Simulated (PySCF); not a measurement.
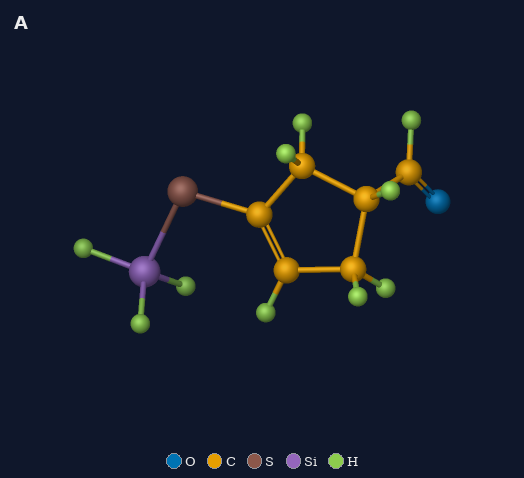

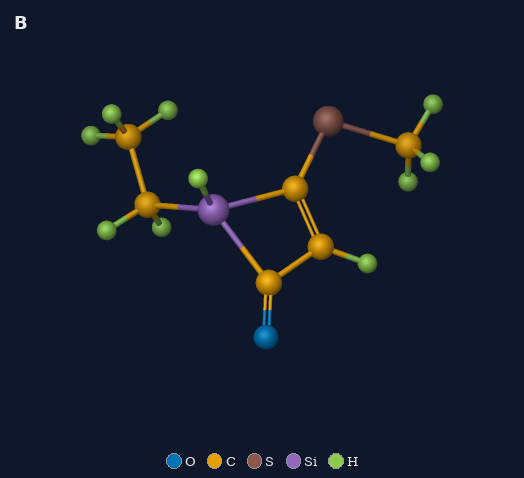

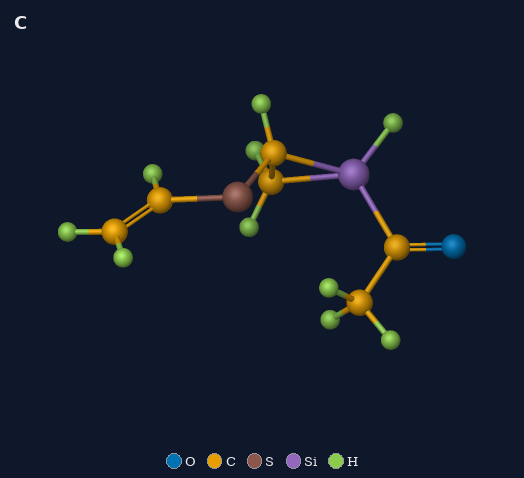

3 stationary structures of one formula. Geometries: GFN2-xTB. Electronic energies: PBE0/pcSseg-1 (PySCF 2.14.0), without zero-point energy. No frequency run is at hand to confirm each as a minimum. Each is one conformer, not always the lowest.

How are they related?

They are constitutional isomers of C6H10OSSi: A `O=C[C@@H]1CC=C(S[SiH3])C1`, B `CC[Si@H]1C(=O)C=C1SC`, C `C=CS[C@@H]1C[Si@@H]1C(C)=O`.

Which structure is the most stable?

A is lowest; B lies 0.508 eV above it, C lies 1.720 eV above it.

The geometry is semi-empirical. Around Si such bond lengths and angles can be off by a tenth of an ångström or more and by several degrees, and values that hang on the shape move with them.
